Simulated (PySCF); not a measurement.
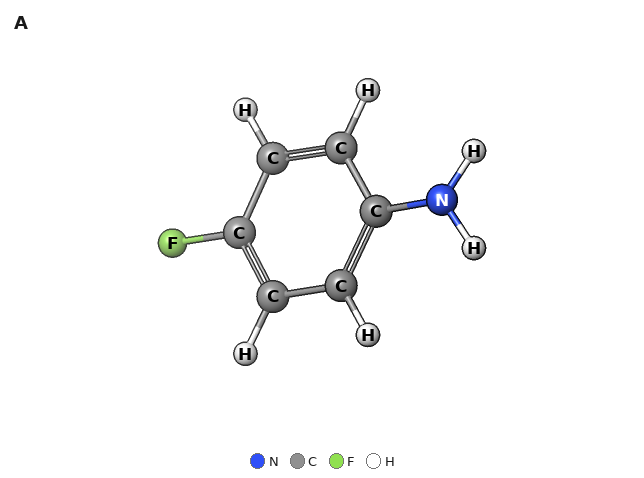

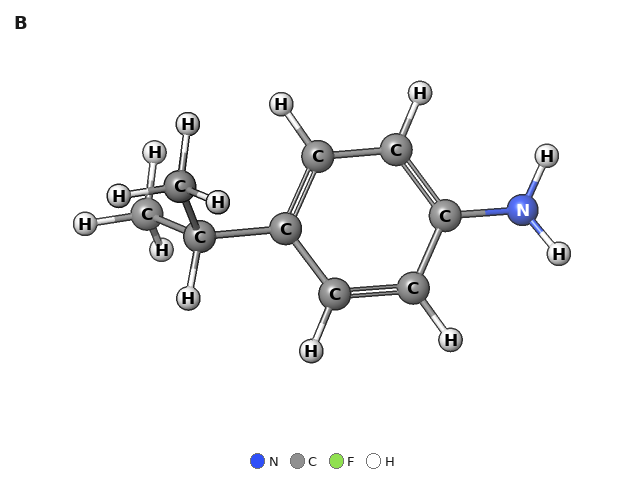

Two related species, optimised with GFN2-xTB; properties computed with PySCF 2.14.0. Both: charge 0, singlet.

Identify both.

Answer. A is C6H6FN (Nc1ccc(F)cc1), B is C9H13N (CC(C)c1ccc(N)cc1).

Compare them. With PBE0/pcSseg-1: dipole moment (D), HOMO–LUMO gap (eV), HOMO energy (Kohn–Sham orbital) (eV), shielding of N (ppm), Hirshfeld charge of N (e), IAO charge of N (e). With GFN2-xTB: mean N–C length (Å), mean N–H length (Å).

| quantity | A | B |
| --- | --- | --- |
| dipole moment (D) | 3.28 | 1.55 |
| HOMO–LUMO gap (eV) | 5.55 | 5.73 |
| HOMO energy (Kohn–Sham orbital) (eV) | −5.88 | −5.68 |
| shielding of N (ppm) | 194.2 | 192.7 |
| Hirshfeld charge of N (e) | −0.20 | −0.20 |
| IAO charge of N (e) | −0.51 | −0.51 |
| mean N–C length (Å) | 1.379 | 1.383 |
| mean N–H length (Å) | 1.007 | 1.007 |

Each is one conformer, and no frequency run is at hand to confirm it as a minimum.
